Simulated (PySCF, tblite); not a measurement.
Molecule: C₆H₁₃PS, SMILES C[C@@H]1CC[P@@H](=S)[C@@H]1C.

```xyz
21

C     -0.3120    -1.6153    -0.7790
C     -0.1272    -0.8767     0.5415
C     -1.4288    -0.1926     0.9802
C     -1.6829     1.0109     0.0663
P      0.0013     1.6678    -0.3236
S      0.4440     3.4555     0.2548
C      0.9111     0.2498     0.4472
C      2.2146    -0.0670    -0.2704
H     -0.5243    -0.9176    -1.5862
H      0.5809    -2.1792    -1.0348
H     -1.1406    -2.3162    -0.7016
H      0.1815    -1.5989     1.3052
H     -1.3135     0.1570     2.0087
H     -2.2690    -0.8876     0.9524
H     -2.2717     1.7854     0.5618
H     -2.1984     0.7230    -0.8518
H      0.1487     1.4374    -1.6979
H      1.1449     0.5953     1.4653
H      2.7267    -0.8954     0.2156
H      2.0405    -0.3253    -1.3127
H      2.8651     0.8066    -0.2414
```

GIAO shifts, PBE0/pcSseg-1 with PySCF, at a GFN2-xTB geometry (a minimum by its frequencies), against CS₂ for ³³S and PH₃ for ³¹P computed at the same level (³¹P: the usual scale starts at 85 % H₃PO₄ instead). Gas phase, fully decoupled, line heights follow the number of nuclei, widths are arbitrary (no quadrupolar broadening); values of one conformer, averaged over methyl-type rotors and exact or near symmetry; other conformers aren't averaged in.

### Predict the ³³S spectrum.

1 signal.


```csv
δ (ppm),nuclei,atoms
−273.0,1,S6
```

### Predict the ³¹P spectrum.

1 signal.


```tsv
δ (ppm)	nuclei	atoms
312.4	1	P5
```

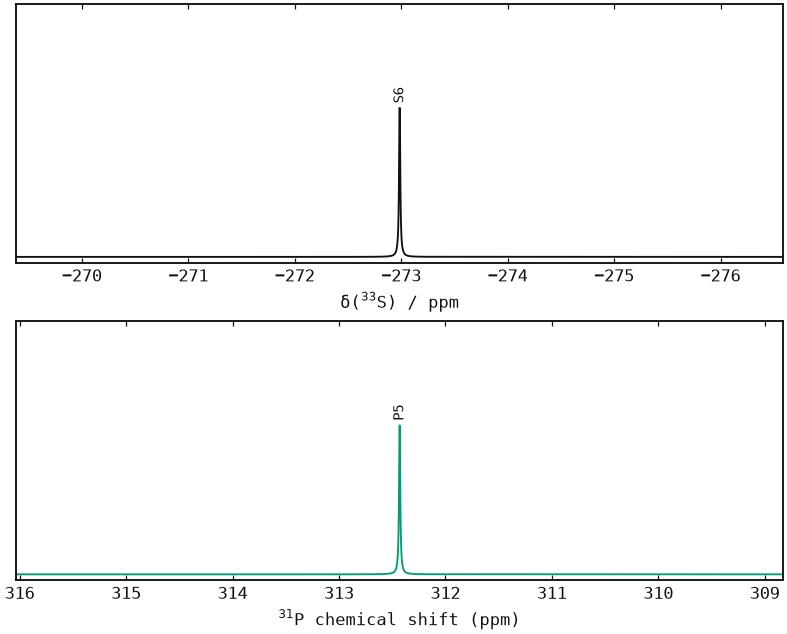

Known limits of this run: the tight-binding geometry is rougher than a DFT one and adds to the error.
